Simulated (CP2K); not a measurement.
Consider acrylonitrile at its PBE geometry (Å).

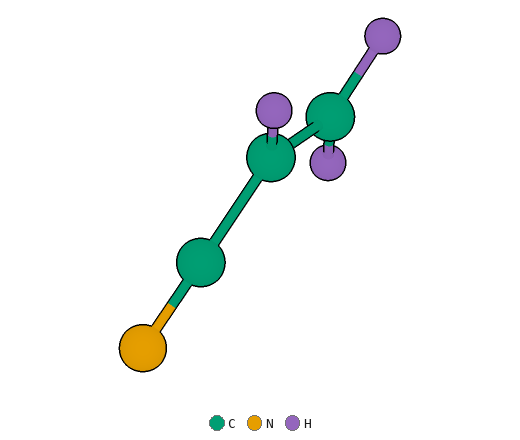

The molecule (carbon teal, nitrogen orange, hydrogen purple).

```xyz
7

C    -1.0324    0.2565   -0.0153
C     0.0992   -0.4663   -0.0376
C     1.4012    0.1087    0.0587
N     2.4801    0.5482    0.1374
H    -1.0169    1.3415    0.0780
H    -2.0013   -0.2344   -0.0905
H     0.0701   -1.5541   -0.1308
```

Method: CP2K XAS_TDP, all-electron GAPW, PBEh(45%), aug-cc-pVDZ, TDA, GW2X-corrected core level, no relativity.

Predict the bright core excitations at the C K edge.

Leading lines: C1 286.56 eV, C2 287.40 eV and C3 288.52 eV. The leading line of an atom is its first one with 35 % of the strongest within 2.5 eV of its lowest line over the strength cut. Core ionisation energies at this level: C2 293.74, C3 294.06 and C1 293.40 eV.

The first six lines of each atom with a strength over 0.0015:

```tsv
atom	energy (eV)	states	strength, one atom	above the computed threshold
C1 (bonded to C and 2 H)	286.56	1	0.0536	
	290.93	1	0.0053	
	291.54	1	0.0200	
	292.21	1	0.0049	
	292.53	1	0.0021	
	292.74	1	0.0066	
C2 (bonded to 2 C and H)	287.40	1	0.0413	
	291.00	1	0.0070	
	292.08	1	0.0023	
	292.30	1	0.0108	
	292.72	1	0.0035	
	292.82	1	0.0163	
C3 (bonded to C and N)	288.52	1	0.0303	
	289.14	1	0.0544	
	292.19	1	0.0303	
	292.20	1	0.0041	
	294.20	1	0.0051	yes
	294.93	1	0.0017	yes
```

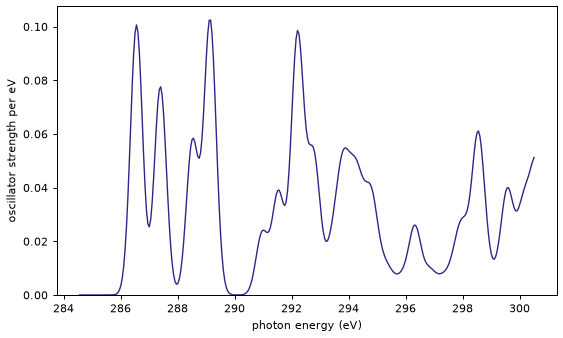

All atoms added, broadened by 0.5 eV.

Lines are vertical, at one geometry, with no vibrational structure. GW2X ionisation energies and lines can be off by 1 to 2 eV either way, and a good line position may hide errors that cancel. These values hold no scalar relativity, about 0.1 eV for C 1s. Rydberg lines, and the discretised continuum above threshold, depend on the basis and the box.

[Banner, clock and machine lines of the logs are left out without a mark of their own.]

[Logs are printed without paths, hosts, clocks, repeated set-up lines and the standing remarks that a program may print on its own settings, such as how far it seeks lower states.]

[Hosts, paths, dates, database ids (printed as entryN), source tags and the programs' standing remarks are cut or masked in the printed files.]
